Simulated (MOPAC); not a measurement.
Run report: C3H3F3O, frequency calculation (part 3 of 3)

The same run, continued: C3H3F3O, SMILES O=CCC(F)(F)F; PM6-ORG, closed shell, dispersion built in (MOPAC 23.2.5). The geometry was optimised with PM6-ORG.

Geometry of the input (Å):
```
O  -1.1288  -1.6404  0.1962
C  -0.3487  -1.0848  0.9199
C  0.3694  0.1888  0.4975
C  -0.0289  0.6061  -0.9076
F  0.5809  1.7218  -1.3301
F  -1.3346  0.8540  -1.0401
F  0.2501  -0.3132  -1.8357
H  -0.0781  -1.4231  1.9300
H  1.4646  0.0425  0.5617
H  0.1508  0.9999  1.2183
```

Log, continued
```
 VIBRATION         14    8A'          ATOM PAIR      ENERGY CONTRIBUTION    RADIAL
 FREQUENCY          1020.67         C  3 -- H  9         +29.6% ( 68.3%)      2.8%
 TRANSITION DIPOLE   0.5962         C  3 -- H 10         +29.6% ( 68.3%)      2.3%
 TRAVEL (Ang.)       0.2908         C  2 -- C  3         +20.1% ( 56.3%)     90.5%
 REDUCED MASS        0.7812         C  3 -- C  4         +13.6% ( 46.3%)      3.9%
 EFFECTIVE MASS      4.3859
 FORCE CONSTANT      0.4795

 VIBRATION         15    7A"          ATOM PAIR      ENERGY CONTRIBUTION    RADIAL
 FREQUENCY          1063.76         C  2 -- H  8         +33.1% ( 62.0%)      0.0%
 TRANSITION DIPOLE   0.4124         C  3 -- H 10         +20.3% ( 48.5%)      5.0%
 TRAVEL (Ang.)       0.2493         C  3 -- H  9         +20.3% ( 48.5%)      4.7%
 REDUCED MASS        1.0201         C  2 -- C  3         +13.3% ( 39.2%)      0.0%
 EFFECTIVE MASS      3.7188
 FORCE CONSTANT      0.6801

 VIBRATION         16    9A'          ATOM PAIR      ENERGY CONTRIBUTION    RADIAL
 FREQUENCY          1229.03         C  2 -- H  8         +62.1% ( 91.8%)      2.0%
 TRANSITION DIPOLE   0.9138         C  2 -- C  3         +12.0% ( 40.4%)     99.0%
 TRAVEL (Ang.)       0.2604         O  1 -- C  2          +6.6% ( 30.0%)      0.6%
 REDUCED MASS        0.8091         C  3 -- C  4          +4.3% ( 24.2%)     82.2%
 EFFECTIVE MASS      3.9418
 FORCE CONSTANT      0.7201

 VIBRATION         17   10A'          ATOM PAIR      ENERGY CONTRIBUTION    RADIAL
 FREQUENCY          1254.08         C  3 -- H 10         +18.1% ( 61.3%)      0.4%
 TRANSITION DIPOLE   0.1093         C  3 -- H  9         +18.1% ( 61.3%)      0.4%
 TRAVEL (Ang.)       0.1853         C  4 -- F  5         +14.8% ( 55.4%)     87.3%
 REDUCED MASS        1.5659         C  2 -- C  3         +13.2% ( 52.4%)     83.3%
 EFFECTIVE MASS      8.3117         C  3 -- C  4         +11.5% ( 48.9%)      0.0%
 FORCE CONSTANT      1.4510

 VIBRATION         18   11A'          ATOM PAIR      ENERGY CONTRIBUTION    RADIAL
 FREQUENCY          1355.51         C  3 -- C  4         +23.2% ( 78.0%)     85.1%
 TRANSITION DIPOLE   2.7460         C  4 -- F  6         +22.0% ( 75.9%)     59.0%
 TRAVEL (Ang.)       0.1009         C  4 -- F  7         +22.0% ( 75.9%)     58.4%
 REDUCED MASS        4.8885         C  4 -- F  5         +16.0% ( 64.8%)      3.9%
 EFFECTIVE MASS     12.5417
 FORCE CONSTANT      5.2921

 VIBRATION         19   12A'          ATOM PAIR      ENERGY CONTRIBUTION    RADIAL
 FREQUENCY          1377.50         C  4 -- F  5         +27.4% ( 83.5%)    100.0%
 TRANSITION DIPOLE   3.4403         C  3 -- C  4         +21.2% ( 73.5%)     34.8%
 TRAVEL (Ang.)       0.1025         C  4 -- F  7         +16.0% ( 63.9%)     11.5%
 REDUCED MASS        4.6568         C  4 -- F  6         +16.0% ( 63.9%)     11.5%
 EFFECTIVE MASS     11.8982
 FORCE CONSTANT      5.2062

 VIBRATION         20    8A"          ATOM PAIR      ENERGY CONTRIBUTION    RADIAL
 FREQUENCY          1379.53         C  4 -- F  7         +27.1% ( 84.7%)     80.5%
 TRANSITION DIPOLE   4.5175         C  4 -- F  6         +27.1% ( 84.7%)     80.1%
 TRAVEL (Ang.)       0.0874         C  3 -- C  4         +18.8% ( 70.6%)      0.0%
 REDUCED MASS        6.3944         C  4 -- F  5         +18.3% ( 69.6%)      0.0%
 EFFECTIVE MASS     13.3653
 FORCE CONSTANT      7.1700

 VIBRATION         21   13A'          ATOM PAIR      ENERGY CONTRIBUTION    RADIAL
 FREQUENCY          1841.04         O  1 -- C  2         +57.4% ( 99.7%)     99.9%
 TRANSITION DIPOLE   3.7274         C  2 -- C  3         +21.6% ( 61.2%)     32.7%
 TRAVEL (Ang.)       0.0750         C  2 -- H  8         +20.5% ( 59.5%)     13.3%
 REDUCED MASS        6.5153         C  3 -- C  4          +0.1% (  4.5%)     42.8%
 EFFECTIVE MASS     13.4708
 FORCE CONSTANT     13.0110

 VIBRATION         22   14A'          ATOM PAIR      ENERGY CONTRIBUTION    RADIAL
 FREQUENCY          2776.08         C  3 -- H  9         +49.1% ( 71.6%)     92.2%
 TRANSITION DIPOLE   0.7528         C  3 -- H 10         +49.1% ( 71.6%)     91.4%
 TRAVEL (Ang.)       0.2231         C  2 -- C  3          +0.8% (  9.3%)     23.5%
 REDUCED MASS        0.4879         C  3 -- C  4          +0.8% (  9.2%)     28.3%
 EFFECTIVE MASS      1.3695
 FORCE CONSTANT      2.2154

 VIBRATION         23   15A'          ATOM PAIR      ENERGY CONTRIBUTION    RADIAL
 FREQUENCY          2841.32         C  2 -- H  8         +96.9% ( 99.9%)     99.9%
 TRANSITION DIPOLE   0.1114         O  1 -- C  2          +1.6% ( 12.7%)     47.3%
 TRAVEL (Ang.)       0.1599         C  2 -- C  3          +1.5% ( 12.3%)      9.3%
 REDUCED MASS        0.9284
 EFFECTIVE MASS      1.4842
 FORCE CONSTANT      4.4160

 VIBRATION         24    9A"          ATOM PAIR      ENERGY CONTRIBUTION    RADIAL
 FREQUENCY          2873.53         C  3 -- H 10         +48.9% ( 70.5%)     97.1%
 TRANSITION DIPOLE   0.7621         C  3 -- H  9         +48.9% ( 70.5%)     96.7%
 TRAVEL (Ang.)       0.2144         C  3 -- C  4          +1.1% ( 10.3%)      0.0%
 REDUCED MASS        0.5103         C  2 -- C  3          +1.1% ( 10.3%)      0.0%
 EFFECTIVE MASS      1.5000
 FORCE CONSTANT      2.4828

      SYMMETRY NUMBER FOR POINT-GROUP Cs  =  1

          SYSTEM IS A GROUND STATE

 frequencies of C3H3F3O

          MOLECULE IS NOT LINEAR

          THERE ARE 24 GENUINE VIBRATIONS IN THIS SYSTEM
          THIS THERMODYNAMICS CALCULATION IS LIMITED TO
          MOLECULES WHICH HAVE NO INTERNAL ROTATIONS

                    CALCULATED THERMODYNAMIC PROPERTIES
                                          *
   TEMP. (K)   PARTITION FUNCTION   H.O.F.    ENTHALPY  HEAT CAPACITY ENTROPY
                                   KCAL/MOL   CAL/MOLE    CAL/K/MOL  CAL/K/MOL

 298.00  VIB.     0.6716D+02                  2790.0094    17.9491    17.7228
         ROT.     0.1968D+06                   888.2803     2.9808    27.2050
         INT.     0.1322D+08                  3678.2897    20.9299    44.9278
         TRA.     0.1147D+28                  1480.4672     4.9680    40.0549
         TOT.                     -200.657    5158.7569    25.8979    84.9828

 200.00  VIB.     0.1398D+02                  1286.3701    12.6831    11.6740
         ROT.     0.1082D+06                   596.1613     2.9808    26.0163
         INT.     0.1513D+07                  1882.5314    15.6639    37.6903
         TRA.     0.6305D+27                   993.6021     4.9680    38.0738
         TOT.                     -202.940    2876.1335    20.6319    75.7641

 210.00  VIB.     0.1644D+02                  1415.9661    13.2354    12.3062
         ROT.     0.1164D+06                   625.9693     2.9808    26.1618
         INT.     0.1914D+07                  2041.9355    16.2162    38.4679
         TRA.     0.6784D+27                  1043.2822     4.9680    38.3162
         TOT.                     -202.730    3085.2177    21.1842    76.7841

 220.00  VIB.     0.1932D+02                  1551.0648    13.7837    12.9345
         ROT.     0.1249D+06                   655.7774     2.9808    26.3004
         INT.     0.2412D+07                  2206.8422    16.7645    39.2350
         TRA.     0.7274D+27                  1092.9623     4.9680    38.5473
         TOT.                     -202.516    3299.8045    21.7326    77.7823

 230.00  VIB.     0.2270D+02                  1691.6297    14.3287    13.5593
         ROT.     0.1335D+06                   685.5855     2.9808    26.4329
         INT.     0.3029D+07                  2377.2152    17.3095    39.9922
         TRA.     0.7775D+27                  1142.6424     4.9680    38.7682
         TOT.                     -202.296    3519.8576    22.2775    78.7604

 240.00  VIB.     0.2665D+02                  1837.6294    14.8707    14.1806
         ROT.     0.1423D+06                   715.3935     2.9808    26.5598
         INT.     0.3792D+07                  2553.0230    17.8515    40.7404
         TRA.     0.8288D+27                  1192.3226     4.9680    38.9796
         TOT.                     -202.070    3745.3455    22.8195    79.7200

 250.00  VIB.     0.3129D+02                  1989.0346    15.4098    14.7986
         ROT.     0.1512D+06                   745.2016     2.9808    26.6815
         INT.     0.4732D+07                  2734.2362    18.3906    41.4800
         TRA.     0.8811D+27                  1242.0027     4.9680    39.1824
         TOT.                     -201.839    3976.2389    23.3586    80.6624

 260.00  VIB.     0.3671D+02                  2145.8157    15.9459    15.4134
         ROT.     0.1604D+06                   775.0097     2.9808    26.7984
         INT.     0.5889D+07                  2920.8254    18.9267    42.2118
         TRA.     0.9345D+27                  1291.6828     4.9680    39.3772
         TOT.                     -201.603    4212.5081    23.8947    81.5890

 270.00  VIB.     0.4306D+02                  2307.9411    16.4786    16.0252
         ROT.     0.1697D+06                   804.8177     2.9808    26.9109
         INT.     0.7310D+07                  3112.7588    19.4594    42.9361
         TRA.     0.9889D+27                  1341.3629     4.9680    39.5647
         TOT.                     -201.362    4454.1217    24.4274    82.5008

 280.00  VIB.     0.5049D+02                  2475.3758    17.0077    16.6341
         ROT.     0.1793D+06                   834.6258     2.9808    27.0193
         INT.     0.9052D+07                  3310.0016    19.9885    43.6534
         TRA.     0.1044D+28                  1391.0430     4.9680    39.7454
         TOT.                     -201.115    4701.0445    24.9565    83.3988

 290.00  VIB.     0.5917D+02                  2648.0806    17.5326    17.2401
         ROT.     0.1890D+06                   864.4339     2.9808    27.1239
         INT.     0.1118D+08                  3512.5144    20.5134    44.3639
         TRA.     0.1101D+28                  1440.7231     4.9680    39.9198
         TOT.                     -200.862    4953.2375    25.4814    84.2837

 300.00  VIB.     0.6932D+02                  2826.0113    18.0528    17.8432
         ROT.     0.1988D+06                   894.2419     2.9808    27.2249
         INT.     0.1378D+08                  3720.2532    21.0336    45.0682
         TRA.     0.1158D+28                  1490.4032     4.9680    40.0882
         TOT.                     -200.605    5210.6564    26.0016    85.1563

 310.00  VIB.     0.8117D+02                  3009.1187    18.5678    18.4436
         ROT.     0.2088D+06                   924.0500     2.9808    27.3227
         INT.     0.1695D+08                  3933.1687    21.5486    45.7663
         TRA.     0.1217D+28                  1540.0833     4.9680    40.2511
         TOT.                     -200.342    5473.2520    26.5166    86.0173

 320.00  VIB.     0.9500D+02                  3197.3483    19.0771    19.0411
         ROT.     0.2190D+06                   953.8580     2.9808    27.4173
         INT.     0.2081D+08                  4151.2063    22.0579    46.4585
         TRA.     0.1276D+28                  1589.7634     4.9680    40.4088
         TOT.                     -200.075    5740.9697    27.0259    86.8673

 330.00  VIB.     0.1111D+03                  3390.6405    19.5803    19.6359
         ROT.     0.2294D+06                   983.6661     2.9808    27.5090
         INT.     0.2549D+08                  4374.3066    22.5611    47.1449
         TRA.     0.1336D+28                  1639.4435     4.9680    40.5617
         TOT.                     -199.802    6013.7501    27.5291    87.7066

 340.00  VIB.     0.1300D+03                  3588.9311    20.0767    20.2278
         ROT.     0.2399D+06                  1013.4742     2.9808    27.5980
         INT.     0.3117D+08                  4602.4053    23.0575    47.8258
         TRA.     0.1397D+28                  1689.1236     4.9680    40.7100
         TOT.                     -199.524    6291.5289    28.0255    88.5358

 350.00  VIB.     0.1519D+03                  3792.1516    20.5662    20.8169
         ROT.     0.2505D+06                  1043.2822     2.9808    27.6844
         INT.     0.3806D+08                  4835.4338    23.5470    48.5013
         TRA.     0.1460D+28                  1738.8037     4.9680    40.8540
         TOT.                     -199.241    6574.2376    28.5150    89.3553

 360.00  VIB.     0.1775D+03                  4000.2294    21.0481    21.4030
         ROT.     0.2613D+06                  1073.0903     2.9808    27.7684
         INT.     0.4638D+08                  5073.3197    24.0289    49.1714
         TRA.     0.1523D+28                  1788.4838     4.9680    40.9940
         TOT.                     -198.954    6861.8035    28.9970    90.1654

 370.00  VIB.     0.2072D+03                  4213.0886    21.5224    21.9862
         ROT.     0.2723D+06                  1102.8984     2.9808    27.8501
         INT.     0.5643D+08                  5315.9870    24.5032    49.8363
         TRA.     0.1586D+28                  1838.1639     4.9680    41.1301
         TOT.                     -198.662    7154.1509    29.4712    90.9663

 380.00  VIB.     0.2419D+03                  4430.6506    21.9886    22.5664
         ROT.     0.2834D+06                  1132.7064     2.9808    27.9296
         INT.     0.6856D+08                  5563.3570    24.9695    50.4959
         TRA.     0.1651D+28                  1887.8440     4.9680    41.2626
         TOT.                     -198.364    7451.2011    29.9375    91.7585

 390.00  VIB.     0.2822D+03                  4652.8342    22.4467    23.1435
         ROT.     0.2947D+06                  1162.5145     2.9808    28.0070
         INT.     0.8316D+08                  5815.3487    25.4275    51.1505
         TRA.     0.1717D+28                  1937.5242     4.9680    41.3916
         TOT.                     -198.063    7752.8728    30.3955    92.5421

 400.00  VIB.     0.3291D+03                  4879.5563    22.8963    23.7175
         ROT.     0.3061D+06                  1192.3226     2.9808    28.0825
         INT.     0.1007D+09                  6071.8789    25.8771    51.7999
         TRA.     0.1783D+28                  1987.2043     4.9680    41.5174
         TOT.                     -197.757    8059.0831    30.8452    93.3173

   *: NOTE: HEATS OF FORMATION ARE RELATIVE TO THE
            ELEMENTS IN THEIR STANDARD STATE AT 298K
              (=  Standard Enthalpy of Formation).

            Hvib:  Zero-point energy is not included.
                   frequencies of less than zero cm-1 are not included.
            Hrot = (3/2)RT
            Htra = (3/2)RT + pV = (5/2)RT

            Heat capacity is Cp, not Cv

           FORCE CONSTANT IN CARTESIAN COORDINATES (Millidynes/A)

    ATOM   CHEMICAL       X               Y               Z
   NUMBER   SYMBOL  FORCE CONSTANT  FORCE CONSTANT  FORCE CONSTANT

      1       O       14.245189        0.917834        0.317484
      2       C       15.749719        7.057292        2.752655
      3       C        7.821679        7.493197        7.244284
      4       C        9.164449        9.279121        9.479568
      5       F        2.418256        6.162572        0.628729
      6       F        3.392155        0.715932        5.324823
      7       F        3.367509        0.709838        5.355562
      8       H        2.061674        3.231329        0.325968
      9       H        2.102159        0.650289        2.693551
     10       H        2.088547        0.652092        2.705360

 *                    *
 * JOB ENDED NORMALLY *
 *                    *

 TOTAL JOB TIME:             0.13 SECONDS

 == MOPAC DONE ==
```

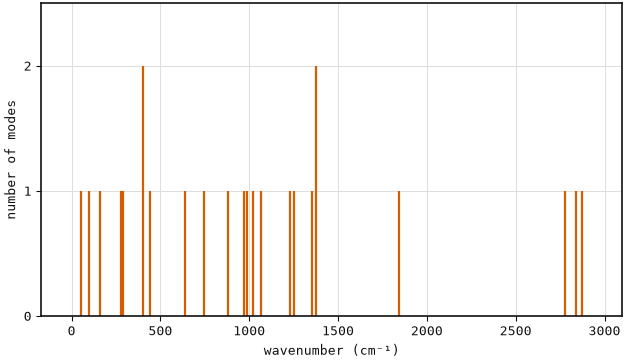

**Figure 1.** Harmonic vibrational wavenumbers from the force constants; neighbouring modes closer than 13 cm⁻¹ are counted in one stick. 24 modes from 56 to 2874 cm⁻¹, none imaginary.
